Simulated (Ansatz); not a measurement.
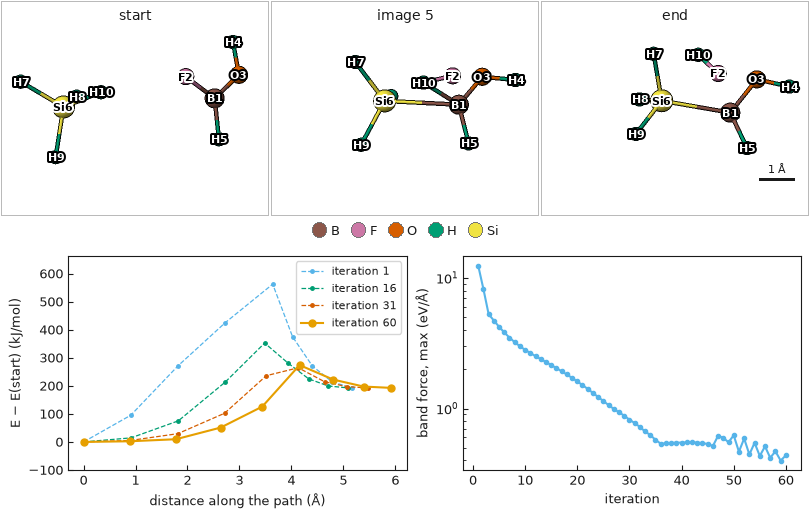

A nudged-elastic-band calculation for BSiH$_{6}$OF, made up at the start of BH2OF and SiH4. Images are numbered from 0 (start) to 8 (end). The plot follows the band through its iterations. A ball-and-stick model, seen at a tilt.

All numbers below come from Ansatz 0.2.0, RKS BLYP/def2-SVP. Run with 7 movable images; climbing image; force threshold 0.05 eV/Å; iteration limit 60; optimiser L-BFGS; largest step 0.02 Å; starting path through a guess of the saddle point.

Question: Judge this run.

Answer: The result isn't final. The band hadn't converged when the run stopped after 60 iterations. The largest component of the band force went from 12 to 0.44 eV/Å. The barrier read from it is provisional, though the highest image hardly moved in the last two iterations. The step length is far from the usual. The first iteration put the highest image at 562.3 kJ/mol. The energy climbs by 273.8 kJ/mol to image 5 and then falls by 81.2 kJ/mol, so the end point sits at +192.6 kJ/mol.

Limits of the set-up: the start holds two separate molecules, 2.8 Å apart at their closest, whose relative position is a soft coordinate and is computed without a dispersion correction.

Cost: 4.5 min on 2 threads of Intel(R) Xeon(R) 6975P-C (Granite Rapids), with other jobs on the host, peak memory 0.14 GiB.
